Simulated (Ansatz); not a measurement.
Consider Cl$_{3}$F$_{2}$Nb (SMILES [F][Nb]([F])([Cl])([Cl])[Cl]).

```xyz
6

Cl    0.0160   -2.3142   -0.1593
Cl    1.0088    1.1073   -1.8154
Cl   -0.7562    1.0627    1.6941
F    -1.5745    0.0302   -0.9296
F     1.7536   -0.1265    0.7425
Nb    0.0896   -0.0481   -0.0935
```

Geometry: PBE0-D4/def2-SVP; core potentials replace the inner electrons of Nb.

Computed with isolated molecule in a Gaussian basis; Kohn-Sham density functional theory, functional PBE0 (Ansatz 0.2.0).

### What can the converged electron density and electron localisation function tell about the bonding?

Nb–Cl (2.27 Å): the density is about 0.76 e/Å³ at the midpoint; the ELF peaks at about 0.80 in the valence shell of Cl, 0.8 Å from its nucleus, and is about 0.45 at the midpoint.

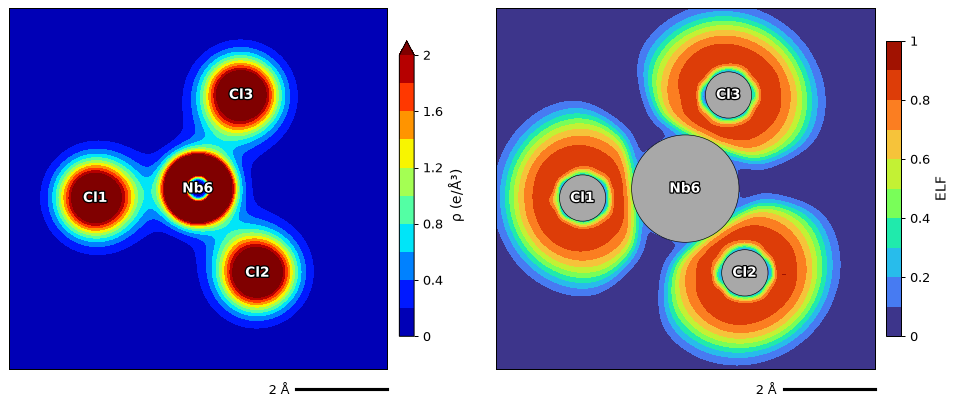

Computed electron density and electron localisation function on the plane of atoms Cl2, Nb6 and Cl3, in this order. Grey discs cover the atomic cores in the ELF map. 
